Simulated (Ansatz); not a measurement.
Input file:

```
crystal:
  lattice:
    - [3.7269282645, 0.0, 0.0]
    - [0.0, 5.8085522571, 0.0]
    - [0.0, 0.0, 4.7550129569]
  atoms:
    - { symbol: Ti, position: [0.0, 0.5, 0.0277345242] }
    - { symbol: Si, position: [0.0, 0.7385835943, 0.5484514461] }
    - { symbol: Si, position: [0.0, 0.2614164057, 0.5484514461] }
    - { symbol: Si, position: [0.5, 0.2065091688, 0.1392038711] }
    - { symbol: Si, position: [0.5, 0.7934908312, 0.1392038711] }
    - { symbol: Ni, position: [0.5, 0.5, 0.5012106348] }
    - { symbol: Ni, position: [0.5, 0.0, 0.5716421254] }
    - { symbol: Ni, position: [0.0, 0.0, 0.930102081] }
basis:
  ecutwfc: 420
kpoints:
  mp_grid: { grid: [10, 8, 8] }
  band_path:
    path:
      - [[0.0, 0.0, 0.0], [0.5, 0.0, 0.0], [0.5, 0.5, 0.0], [0.0, 0.5, 0.0], [0.0, 0.0, 0.0], [0.0, 0.0, 0.5], [0.5, 0.0, 0.5], [0.5, 0.5, 0.5], [0.0, 0.5, 0.5], [0.0, 0.0, 0.5]]
      - [[0.5, 0.0, 0.0], [0.5, 0.0, 0.5]]
      - [[0.0, 0.5, 0.0], [0.0, 0.5, 0.5]]
      - [[0.5, 0.5, 0.0], [0.5, 0.5, 0.5]]
    npoints: 14
hamiltonian:
  xc: pbe
scf:
  occupations: { method: gaussian, width: 0.1 }
  n_extra_bands: 20
output:
  forces: true
  stress: true
  eigenvalues: true
  populations: true
  dos: { projected: true, de: 0.02, nscf_kmesh: { grid: [12, 10, 10] } }
  bader: true
  write_density: true
  write_potential: true
  elf: true
  volumetric_format: npy
```

Run with:

```sh
ansatz run input.yaml --threads 4 --pin off --max-ram 8192MiB --backend cpu --events-out ev --progress --plain --runs-dir out
```

Below, planes, directions and counts refer to the conventional cell (a = 3.73 Å, b = 5.81 Å, c = 4.76 Å, α = 90.00°, β = 90.00°, γ = 90.00°).

Space group Pmm2; a structure generated by program, which may or may not match a known phase; computed without spin polarisation.

The calculation used DFT PBE, scalar-relativistic, plane waves, PAW (Ansatz 0.2.0).

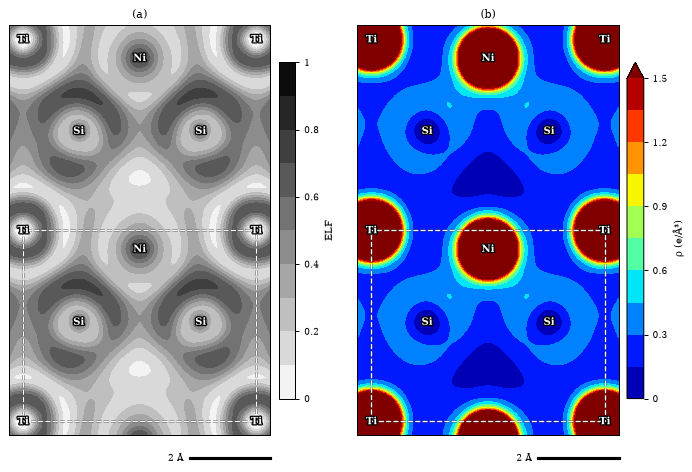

TiSi$_{4}$Ni$_{3}$. (a) electron localisation function; (b) valence charge density (pseudo) on the (100) plane of the conventional cell.

The density is the valence pseudo-density of a PAW calculation; it isn't the true density close to the nuclei.

> What does the map show?

Atoms in the plane: Ti, Si and Ni. Si–Ni (2.37 Å): the density is about 0.43 e/Å³ at the midpoint; the ELF peaks at about 0.70 in the valence shell of Si, 0.9 Å from its nucleus, and is about 0.45 at the midpoint. Ti–Si (2.67 Å): the density is about 0.27 e/Å³ at the midpoint; the ELF peaks at about 0.70 in the valence shell of Si, 0.9 Å from its nucleus, and is about 0.35 at the midpoint. Ti–Si (2.84 Å): ρ at the midpoint is about 0.23 e/Å³; the ELF peaks at about 0.65 in the valence shell of Si, 1.0 Å from its nucleus, and is about 0.35 at the midpoint. Between the atoms the lowest density in this plane is 0.08 e/Å³. The features right at Ti and Ni lie inside the PAW spheres, where the map follows smoothed inner orbitals and isn't to be read closely.
